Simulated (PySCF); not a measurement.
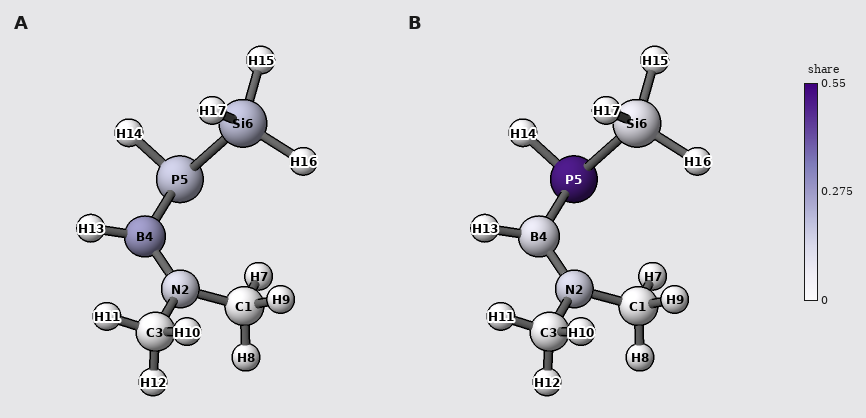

Each panel colours the atoms by their Löwdin share in one orbital (up to four of the largest shares; other atoms are shown as zero). Computed geometry: PBE0-D3(BJ)/def2-SVP optimisation. No frequency run is at hand to confirm it as a minimum. Method: ωB97X-D/def2-SVPD (PySCF 2.14.0).

> The panels show the HOMO, LUMO, in some order. Which is which?

A: LUMO, 1.30 eV; B4 0.27, Si6 0.18, P5 0.17, N2 0.12
B: HOMO, −8.62 eV; P5 0.50, N2 0.14, B4 0.10, Si6 0.08
